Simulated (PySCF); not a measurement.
## Electronic structure of C$_{6}$H$_{11}$NSi$_{2}$ (SMILES CC[C@H]([SiH3])[SiH2]C#CC#N) in real space

Input

```
{"job": {"kind": "nmr", "xc": "PBE0", "basis": "pcSseg-1"}, "charge": 0, "multiplicity": 1}
C     -1.885800     1.995768    -1.046494
C     -1.892471     0.591648    -0.453793
C     -0.528272    -0.104469    -0.513033
Si    -0.695596    -1.924340     0.053721
Si     0.811035     0.859814     0.442301
C      2.328488    -0.204136     0.539865
C      3.333290    -0.880346     0.600374
C      4.456117    -1.650011     0.664731
N      5.403595    -2.299658     0.716972
H     -2.896294     2.398480    -1.079139
H     -1.271657     2.667877    -0.451218
H     -1.492403     1.979547    -2.061261
H     -2.624057    -0.010591    -1.001048
H     -2.231880     0.642652     0.584117
H     -0.218215    -0.129479    -1.564726
H     -1.087122    -1.955704     1.464543
H     -1.735427    -2.570765    -0.751525
H      0.577498    -2.617317    -0.134813
H      1.253593     2.082414    -0.241976
H      0.390429     1.139291     1.819668
```

Run with:

```sh
OMP_NUM_THREADS=1 python probes_run.py task.json out
```

Geometry: GFN2-xTB.

These are results of PBE0/pcSseg-1, SCF density, gas phase, non-relativistic in PySCF, not measurements.

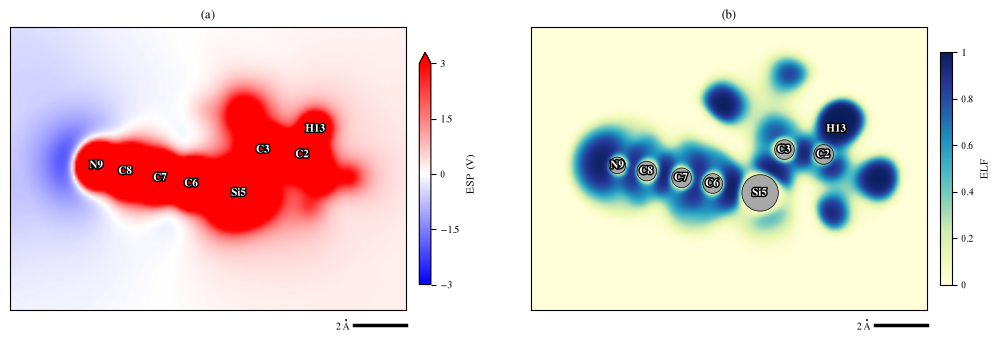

Figure 1. (a) electrostatic potential; (b) ELF on the plane of atoms C3, Si5 and C6. Grey discs cover the atomic cores in the ELF map.

Read the bonding off the picture.

Answer.
- The plane passes through C, Si, N and H nuclei.
- C–N (1.15 Å): the ELF peaks at about 0.85 between the atoms: a short, multiple covalent bond.
- C–C (1.21 Å): the ELF peaks at about 0.85 between the atoms (a multiple bond).
- C–Si (1.86 Å): the ELF peaks at about 0.95 between the atoms (a shared electron pair).
- C–H (1.09 Å): the ELF climbs to about 1 towards the hydrogen, as it does in any bond to H: an ordinary covalent bond to hydrogen.
- C–C (1.36 Å): the ELF peaks at about 0.95 between the atoms: localised, covalent bonding.
- The ELF also peaks beside N9, away from the bonds: lone-pair regions.
- Outside the dense part of the molecule the potential is most negative (−2.0 V) near N9.

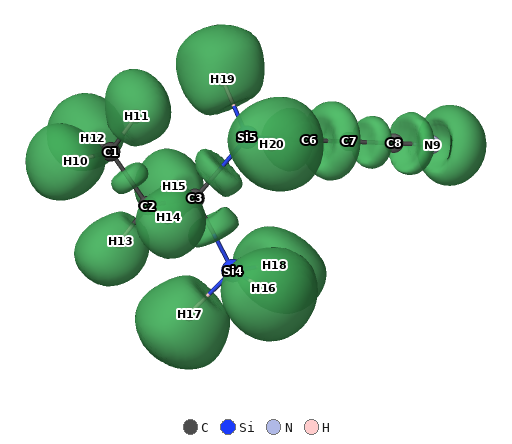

Figure 2. Isosurface of the electron localisation function at 0.8 (green), seen at a tilt. Only the valence region is drawn (cores and ρ < 0.01 e/Å³ removed).

Describe the localisation domains.

Answer. The ELF exceeds this value in four regions between bonded C–C atoms (shared pairs), one region between bonded C–N atoms (shared pairs), three regions between bonded C–Si atoms (shared pairs), eleven regions around hydrogen nuclei and one lobe on N, pointing away from the bonds (lone pairs).

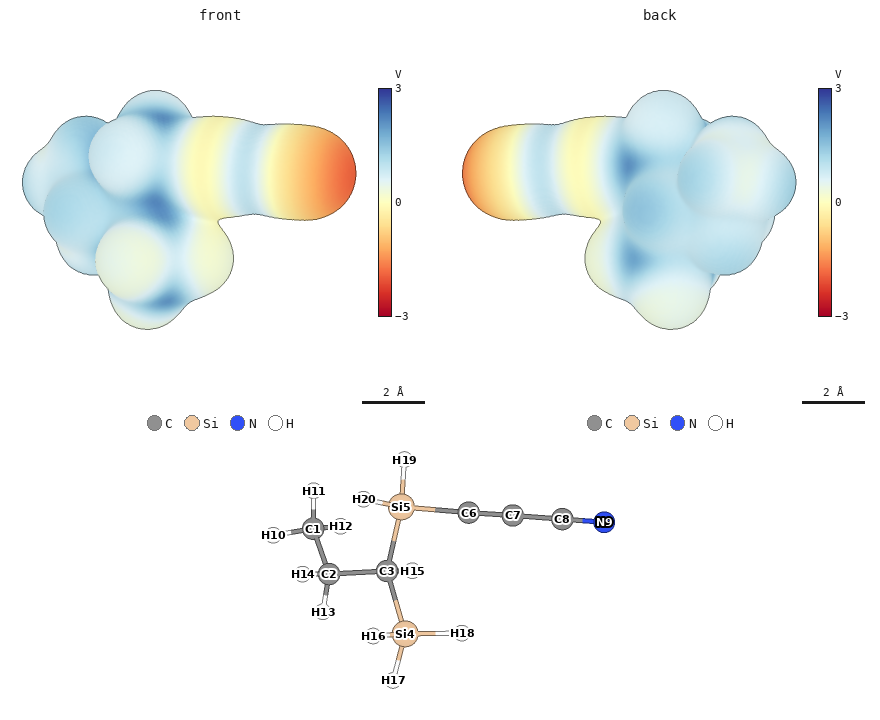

Figure 3. The molecular electrostatic potential painted on the density surface at 0.004 e/bohr³, seen from the front and from behind; red is negative and blue positive. The bare structure is drawn below in the same view.

Which sites attract a positive test charge, and which a negative one?

Answer. A positive charge is drawn to the negative regions and a negative charge to the positive ones. The most negative region (about −1.8 V, or −42 kcal/mol for a unit charge) lies over N9, the most positive (about +2.1 V, or +48 kcal/mol for a unit charge) over Si4 and Si5. N9 is the likeliest acceptor of a hydrogen bond.

What dipole moment does the calculation give?

Answer. Its dipole moment is 5.25 D.
